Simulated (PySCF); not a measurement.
# CH4BNO (SMILES BC(=N)O): a chain of runs

We compute a structure relaxation (HF/SBKJC), then the harmonic vibrations, then the energy (MP2/6-311++G**), then the vertical excitations (EOM-CCSD/DZVP) of CH4BNO. 

The results are computed with PySCF 2.14.0.

## Step 1: The structure to begin with

CH4BNO has 8 atoms, charge 0, and is taken as a singlet. SMILES: `BC(=N)O`. The shape comes from a force field and isn't a relaxed structure. The run starts from this shape.

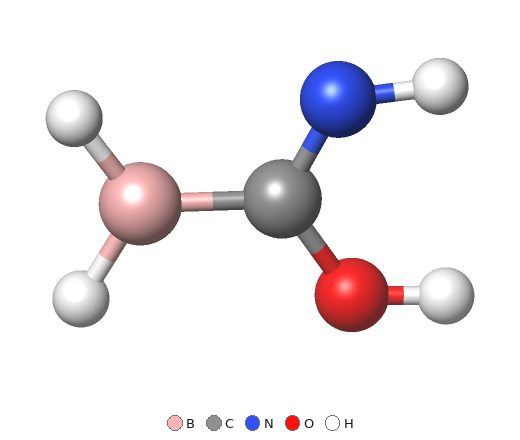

The structure, seen from a chosen angle (boron pink, carbon grey, nitrogen blue, oxygen red, hydrogen white).

## Step 2: A structure relaxation at HF/SBKJC (core potential, max memory mb 1860) (run 1)

Input file calc.py:

```python
from pyscf import gto, scf
from pyscf.geomopt.geometric_solver import kernel as optimise

system = gto.M(
    atom=[
    ('B', (-0.616500, 1.149300, -0.349500)),
    ('C', (0.074100, -0.117800, 0.042400)),
    ('N', (1.175800, -0.042000, 0.654300)),
    ('O', (-0.411400, -1.338400, -0.276800)),
    ('H', (-1.695700, 1.128800, -0.949600)),
    ('H', (-0.200800, 2.265000, -0.101600)),
    ('H', (1.756500, -0.900600, 0.956200)),
    ('H', (0.010100, -2.201400, -0.031200)),
],
    charge=0,
    verbose=3,
    max_memory=1860,
    ecp={'B': 'sbkjc', 'C': 'sbkjc', 'N': 'sbkjc', 'O': 'sbkjc'},
    basis='sbkjc',
)

mf = scf.RHF(system)
converged, mol_eq = optimise(mf, maxsteps=100)
print('converged:', converged)
print(mol_eq.tostring())

mf.reset(mol_eq)
system = mol_eq
mf.kernel()
e_tot = mf.e_tot
print('Final energy', e_tot)
```

Run with:

```sh
OMP_NUM_THREADS=1 python calc.py
```

What it wrote:

```text
maxiter                   100
[... 38 lines left out ...]
> Convergence Criteria:
[... 17 lines left out ...]
WARN: Mole.unit (angstrom) is changed to Bohr
[... 11 lines left out ...]
Step    0 : Gradient = 6.173e-02/8.901e-02 (rms/max) Energy = -35.7186525864
[... 31 lines left out ...]
converged SCF energy = -35.7391044024092
[... 41 lines left out ...]
converged SCF energy = -35.7405897871447
[... 41 lines left out ...]
converged SCF energy = -35.7406779300106
[... 32 lines left out ...]
Converged! =D
[... 1 line left out ...]
converged: True
B          -0.66350898        1.17637873       -0.37153676
C           0.14642411       -0.12400082        0.06707916
N           1.26099898       -0.03953752        0.69821608
[... 4 lines of this table left out ...]
H          -0.01631922       -2.13247731       -0.05244919
converged SCF energy = -35.7406782404739
Final energy -35.740678240473876
```

It took 31 s on 1 thread of AMD EPYC (Zen 3), shared host; peak memory 0.13 GiB.

The path in brief:

```csv
step,energy from the first frame kept (eV),largest force (eV/Å)
0,0.0000,4.5771
1,-0.5299,1.2822
2,-0.5565,1.0688
3,-0.5945,0.2275
4,-0.5969,0.1529
5,-0.5993,0.0423
6,-0.5993,0.0157
7,-0.5993,0.0030
```

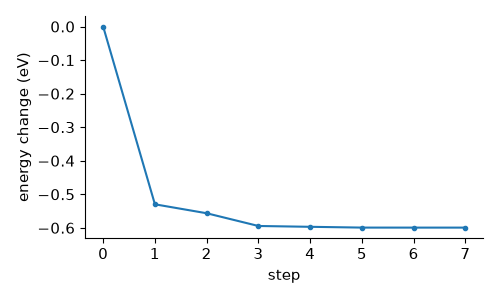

Energy along the run.

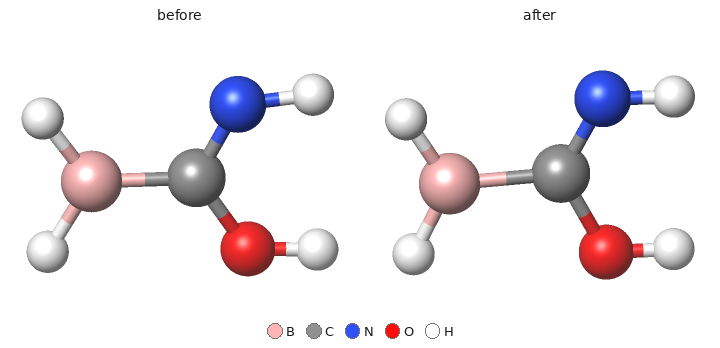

Before and after, at one scale.

After the run. Bond lengths: B1–C2 1.594 Å, C2–N3 1.284 Å, C2–O4 1.397 Å, B1–H5 1.190 Å, B1–H6 1.188 Å, N3–H7 1.016 Å, O4–H8 0.960 Å. Angles: B1–C2–N3 121.5°, B1–C2–O4 113.8°, N3–C2–O4 124.6°, C2–B1–H5 119.5°, C2–B1–H6 117.7°, C2–N3–H7 117.8°, C2–O4–H8 116.6°, H5–B1–H6 122.8°.

## Step 3: The harmonic vibrations at HF/SBKJC (core potential, max memory mb 1860) (run 2)

Input file run.py:

```python
from pyscf import gto, scf, symm
from pyscf.hessian import thermo

mol = gto.M(
    atom=[
    ('B', (-0.743393, 1.356345, -0.400423)),
    ('C', (0.066540, 0.055965, 0.038193)),
    ('N', (1.181115, 0.140428, 0.669330)),
    ('O', (-0.550066, -1.142723, -0.327262)),
    ('H', (-1.776103, 1.235815, -0.978356)),
    ('H', (-0.277989, 2.414896, -0.129273)),
    ('H', (1.649127, -0.725587, 0.922239)),
    ('H', (-0.096203, -1.952511, -0.081335)),
],
    verbose=3,
    basis='sbkjc',
    ecp={'B': 'sbkjc', 'C': 'sbkjc', 'N': 'sbkjc', 'O': 'sbkjc'},
    max_memory=1860,
    charge=0,
)

calc0 = scf.RHF(mol)
calc0.kernel()

energy = calc0.e_tot
print(f'total energy: {energy:.8f} hartree')
hess = calc0.Hessian().kernel()
modes = thermo.harmonic_analysis(mol, hess)
thermo.dump_normal_mode(mol, modes)
symm.geom.TOLERANCE = 1e-3  # for the symmetry number
th = thermo.thermo(calc0, modes['freq_au'], 800, 101325)
thermo.dump_thermo(mol, th)
```

Run with:

```sh
OMP_NUM_THREADS=1 python run.py
```

What it wrote:

```text
converged SCF energy = -35.7406782405291
total energy: -35.74067824 hartree
[... 86 lines left out ...]
Gibbs free energy [Eh] -35.76948
```

It took 23 s on 1 thread of AMD EPYC (Zen 3), shared host; peak memory 0.13 GiB.

## Step 4: A single-point energy at MP2/6-311++G(d,p) (max memory mb 1860) (run 3)

Input file calc.py:

```python
from pyscf import gto, mp

system = gto.M(
    atom='''
B     -0.663509     1.176379    -0.371537
C      0.146424    -0.124001     0.067079
N      1.260999    -0.039538     0.698216
O     -0.470182    -1.322689    -0.298376
H     -1.696219     1.055849    -0.949470
H     -0.198105     2.234930    -0.100387
H      1.729011    -0.905553     0.951125
H     -0.016319    -2.132477    -0.052449
''',
    spin=0,
    charge=0,
    max_memory=1860,
    basis='6-311++g**',
    verbose=4,
)

mf = system.RHF()
mf.kernel()

pt = mp.MP2(mf, frozen=4).run()
e_tot = pt.e_tot
print('Final energy', e_tot)
```

Run with:

```sh
OMP_NUM_THREADS=1 python calc.py
```

What it wrote:

```text
PySCF version 2.14.0

[... 64 lines left out ...]
converged SCF energy = -194.206138686909
[... 1 line left out ...]
******** <class 'pyscf.mp.mp2.RMP2'> ********
nocc = 11, nmo = 112
frozen orbitals 4
E(RMP2) = -194.806786579833  E_corr = -0.600647892924011
E(SCS-RMP2) = -194.798261428643  E_corr = -0.592122741733881
E_corr(same-spin) = -0.148447765124923
E_corr(oppo-spin) = -0.452200127799089
Final energy -194.806786579833
```

Wall time 9.9 s (1 thread of AMD EPYC (Zen 3), shared host); peak memory 0.35 GiB.

## Step 5: The vertical excitations at EOM-CCSD/DZVP (sfX2C, max memory mb 1860, root kind ee, spin of roots singlet) (run 4)

Input file geometry.xyz:

```xyz
8

B     -0.663509     1.176379    -0.371537
C      0.146424    -0.124001     0.067079
N      1.260999    -0.039538     0.698216
O     -0.470182    -1.322689    -0.298376
H     -1.696219     1.055849    -0.949470
H     -0.198105     2.234930    -0.100387
H      1.729011    -0.905553     0.951125
H     -0.016319    -2.132477    -0.052449
```

Input file calc.py:

```python
import numpy
from pyscf import gto, cc

molecule = gto.M(
    atom='geometry.xyz',
    spin=0,
    charge=0,
    max_memory=1860,
    verbose=3,
    basis='dzvp',
)

myscf = molecule.RHF()
myscf = myscf.x2c()
myscf.kernel()

mycc = cc.CCSD(myscf, frozen=4)
mycc.kernel()
energy = mycc.e_tot
print(f'total energy: {energy:.8f} hartree')

e, vec = mycc.eomee_ccsd_singlet(nroots=5)
roots = numpy.atleast_1d(e) * 27.211386
print('EOM-EE-CCSD roots (eV)')
for i, w in enumerate(roots, 1):
    print('%3d %10.4f' % (i, w))
```

Run with:

```sh
OMP_NUM_THREADS=1 python calc.py
```

What it wrote:

```text
converged SCF energy = -194.242717502746
E(CCSD) = -194.7980239712134  E_corr = -0.5553064684673541
total energy: -194.79802397 hartree
EOM-EE-CCSD roots (eV)
  1     4.4201
  2     5.8467
  3     5.9481
  4     6.3620
  5     8.1679
```

Wall time 57 s (1 thread of AMD EPYC (Zen 3), shared host); peak memory 0.33 GiB.

The roots found:

```csv
excited state,energy (eV)
1,4.420
2,5.847
3,5.948
4,6.362
5,8.168
```

## Step 6: What came out

| quantity | value |
| --- | --- |
| run 1, HF/SBKJC: total energy at the end | -35.74068 Eh |
| run 1, HF/SBKJC: dipole moment | 2.18 D |
| run 1, HF/SBKJC: HOMO energy | -11.50 eV |
| run 1, HF/SBKJC: LUMO energy | 1.17 eV |
| run 1, HF/SBKJC: HOMO–LUMO gap | 12.67 eV |
| run 2, HF/SBKJC: lowest harmonic wavenumber | 101i cm⁻¹ (imaginary) |
| run 2, HF/SBKJC: highest harmonic wavenumber | 4055 cm⁻¹ |
| run 3, MP2/6-311++G**: total energy | -194.80679 Eh |
| run 3, MP2/6-311++G**: dipole moment (Hartree–Fock density) | 1.87 D |
| run 3, MP2/6-311++G**: HOMO energy (Hartree–Fock orbitals) | -11.45 eV |
| run 3, MP2/6-311++G**: LUMO energy (Hartree–Fock orbitals) | 0.87 eV |
| run 3, MP2/6-311++G**: HOMO–LUMO gap (Hartree–Fock orbitals) | 12.33 eV |
| run 3, MP2/6-311++G**: correlation energy (4 core orbitals frozen) | -600.6 mEh |
| run 4, EOM-CCSD/DZVP: ground-state or mean-field energy | -194.79802 Eh |
| run 4, EOM-CCSD/DZVP: dipole moment (Hartree–Fock density) | 1.97 D |
| run 4, EOM-CCSD/DZVP: HOMO energy (Hartree–Fock orbitals) | -11.45 eV |
| run 4, EOM-CCSD/DZVP: LUMO energy (Hartree–Fock orbitals) | 1.12 eV |
| run 4, EOM-CCSD/DZVP: HOMO–LUMO gap (Hartree–Fock orbitals) | 12.57 eV |
| run 4, EOM-CCSD/DZVP: correlation energy (4 core orbitals frozen) | -555.3 mEh |
| run 4, EOM-CCSD/DZVP: T1 diagnostic | 0.015 |
| run 4, EOM-CCSD/DZVP: lowest singlet excitation energy | 4.42 eV |

The optimisation (run 1, HF/SBKJC) took 7 steps and changed the energy by -0.599 eV. Mulliken charges (run 1, HF/SBKJC) run from -0.53 on O4 to +0.39 on H8. 1 mode is imaginary (lowest 101i cm⁻¹): a first-order saddle point.
